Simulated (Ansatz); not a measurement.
```xyz
8

Hf    0.0018   -0.0617    0.0493
F     0.1742    0.2556    1.9706
O     1.7492   -0.3350   -0.6864
H     2.5880   -0.4889   -1.0798
Cl   -1.0050    1.8518   -0.9776
O    -1.1177   -1.5908   -0.2224
H    -1.6731   -2.3313   -0.3817
H    -0.0885   -0.0395    4.0671
```

Core potentials replace the inner electrons of Hf; not at a stationary point (largest force 1.1 eV/Å).

All numbers below come from UHF/def2-SVP in Ansatz 0.2.0.

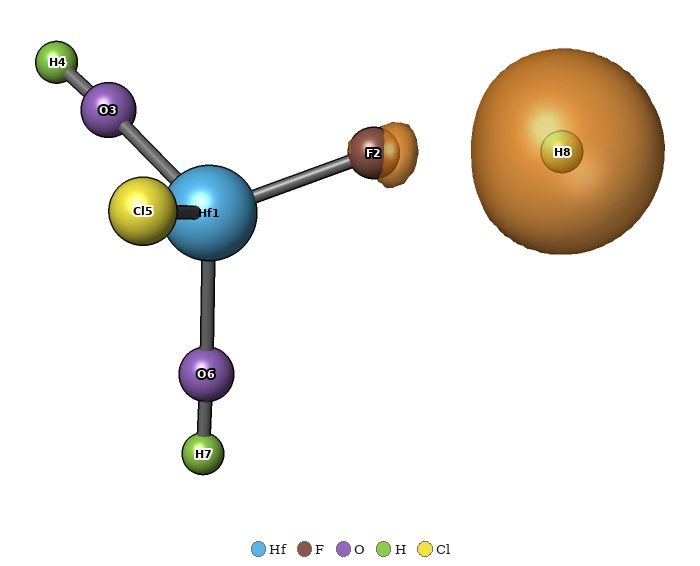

ClFH2HfO2···H (doublet). Isosurface of the spin density (α minus β) at +0.03 e/Å³ (orange), seen across its widest extent.

**Describe the spin distribution.**

The unpaired spin (1 electron) lies mostly on H8 (about 1.0), in electrons by Hirshfeld's partition.
